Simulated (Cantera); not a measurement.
Feed: 1 mol Fe₃O₄, a varied amount of H₂, held at 923.15 K and 2.50 bar.

Method: chemical equilibrium by Gibbs-energy minimisation in Cantera with the NASA 1993 tables (ideal gas, pure condensed phases). Candidate condensed phases: Fe, FeO, Fe(OH)₂, Fe(OH)₃, Fe₂O₃, Fe₃O₄, H₂O; 12 gas species. The tables' stoichiometric FeO is somewhat more stable than real wüstite, so its field is too wide. FeO: taken at fixed stoichiometry. Kinetics and transport are ignored.

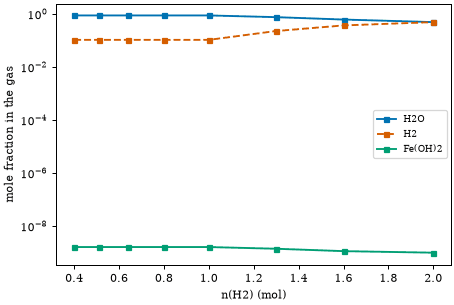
Figure. Equilibrium gas composition (values under 1e-9 drawn at 1e-9)

From 0.4 mol H₂ to 1 mol H₂ the condensed part is FeO(s) + Fe₃O₄(s). From 1.3 mol H₂ to 2 mol H₂ the condensed part is FeO(s).
